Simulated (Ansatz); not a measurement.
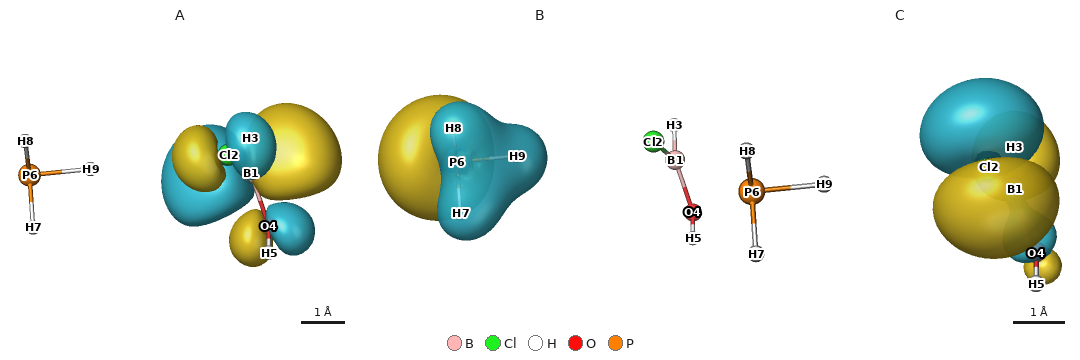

BClH₂O···PH₃. Three frontier orbitals at ±0.1 Å⁻³ᐟ² (yellow and cyan are the two phases), in no order.

Method: RKS B3LYP/def2-SVP (Ansatz).

```xyz
9

B     0.1657   -1.3051   -0.3823
Cl   -0.1335   -0.8461    1.3143
H     1.2885   -1.3139   -0.8015
O    -0.8437   -1.6445   -1.1949
H    -1.7184   -1.6133   -0.7812
P    -0.4166    3.8233    1.4493
H    -1.8407    3.8033    1.5831
H    -0.2084    3.8563    2.8638
H    -0.3245    2.3978    1.3913
```

### Order the three orbitals by energy and name them.

C is the HOMO−1 (−8.70 eV). Its weight (Hirshfeld) is mainly on Cl2 (about 80 %), B1 (about 10 %) and H3 (about 5 %); largely a lone pair of Cl2. B is the HOMO (−7.44 eV). Its weight (Hirshfeld) is mainly on P6 (about 80 %), H9 (about 5 %), H7 (about 5 %) and H8 (about 5 %); largely a lone pair of P6. A is the LUMO (−0.37 eV). By Hirshfeld shares it lies mainly on B1 (about 55 %), O4 (about 15 %), Cl2 (about 15 %) and H3 (about 10 %).

### What is the HOMO–LUMO gap?

7.07 eV between the orbital energies.
